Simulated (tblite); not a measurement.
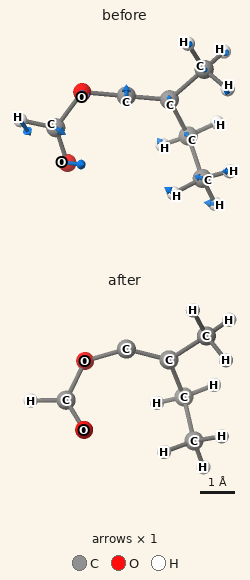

The structure of C$_{6}$H$_{9}$O$_{2}$ (multiplicity 2) before (top) and after (bottom) a relaxation, at one scale. The blue arrows give the displacements, at their true length.

Style: ball-and-stick. Shown at a tilt.

Theory: GFN2-xTB geometry optimisation, gas phase (tblite). 

Summarise the run.

Answer. The energy falls by 11.5 kcal/mol in 102 geometry steps. An O atom moves most after the best rigid fit: 1.33 Å. Largest moves by element: O 1.33 Å, H 0.79 Å, C 0.38 Å. Near-neighbour distances that change, for instance: C–O 1.366 → 1.343 Å, C–H 1.106 → 1.085 Å, C–O 1.221 → 1.201 Å, C–H 1.084 → 1.092 Å. Bond angles that change, for instance: C–C–O 179.4° → 141.8°, C–O–C 116.1° → 121.9°, O–C–H 123.3° → 125.4°. Cost: 0.64 s on 1 thread of Arm Neoverse V1, on a shared host.
